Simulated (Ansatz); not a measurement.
Energy against volume for Rh (fcc, Cu type)

Rh (fcc, Cu type)

```xyz
1
Lattice="0.0000 1.9150 1.9150 1.9150 0.0000 1.9150 1.9150 1.9150 0.0000" Properties=species:S:1:pos:R:3 pbc="T T T"
Rh     0.0000     0.0000     0.0000
```

This relaxed cell (volume V₀) is scaled evenly in all directions, its shape held. Symmetry pins the atoms to their sites.

All values below come from PBE (plane waves to 420 eV, PAW, scalar-relativistic; Ansatz, an electronic-structure program). k mesh 21×21×21 (Γ-centred), Fermi-Dirac smearing 0.05 eV. The energy includes the smearing's −TS. Rh is run without spin polarisation. Rh was relaxed with its symmetry unable to fall. The zero of ΔE is the relaxed starting cell.

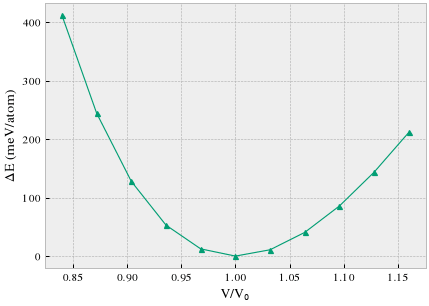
ΔE (meV/atom) against V/V₀; computed points joined by lines.

The bulk modulus B₀ (third-order Birch-Murnaghan fit) is 256 GPa. The energy cost of the largest compression is 412 meV/atom and the pressure at the smallest volume comes out as 70.0 GPa. The energy cost of the largest expansion is 212 meV/atom and the pressure derivative B₀′ (fit) is 5.2.

Check by three points about V = 14.046 Å³/atom, step 0.899: d²E/dV² ≈ (53 − 2·0 + 41) meV / 0.899² = 0.116 eV/Å⁶, and V·d²E/dV² × 160.2 = 262 GPa.

(A scan under strain: stresses follow from slopes of the energy per volume, elastic moduli from its curvatures.)
